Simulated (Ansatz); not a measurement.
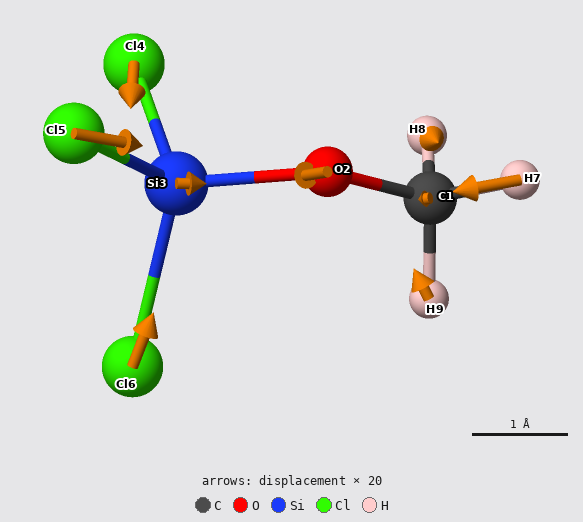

A relaxation of CH3Cl3OSi. The starting structure is drawn; orange arrows show the displacements, magnified 20 times. The two geometries are superimposed by the best rigid fit.

A ball-and-stick model, seen at a tilt.

The start comes from PBE-D4/def2-SVP.

Level of theory: Ansatz 0.2.0, RKS PBE0-D4/def2-TZVP.

Input file:
```yaml
crystal:
  periodic: [false, false, false]
  atoms:
    - {symbol: C, position_ang: [0.251923, -1.145904, 0.846356]}
    - {symbol: O, position_ang: [0.794851, -0.212423, -0.084191]}
    - {symbol: Si, position_ang: [-0.065179, 1.000273, -0.793431]}
    - {symbol: Cl, position_ang: [-1.647153, 0.234313, -1.873702]}
    - {symbol: Cl, position_ang: [1.221025, 1.997936, -2.031011]}
    - {symbol: Cl, position_ang: [-0.824454, 2.285782, 0.629084]}
    - {symbol: H, position_ang: [1.059226, -1.849145, 1.129148]}
    - {symbol: H, position_ang: [-0.586363, -1.723164, 0.398893]}
    - {symbol: H, position_ang: [-0.115377, -0.634169, 1.761852]}
basis:
  gaussian: {orbitals: def2-TZVP}
hamiltonian: {xc: pbe0, dispersion: d4}
relax: {f_tol: 0.005, max_steps: 150}
```

What did the optimiser do to the structure, and how much energy did it gain?

Cl5 moves most after the best rigid fit: 0.044 Å. Largest moves by element: Cl 0.044 Å, H 0.038 Å, O 0.035 Å, Si 0.017 Å, C 0.007 Å. Near-neighbour distances that change, for instance: O2–Si3 1.647 → 1.608 Å, Si3–Cl4 2.063 → 2.033 Å, Si3–Cl5 2.045 → 2.017 Å, C1–H7 1.107 → 1.089 Å. The energy falls by 0.072 eV in 5 geometry steps. Largest force component: 0.72 eV/Å at the start, 0.0012 eV/Å at the end. The run took roughly 2.5 core-minutes on a shared host.
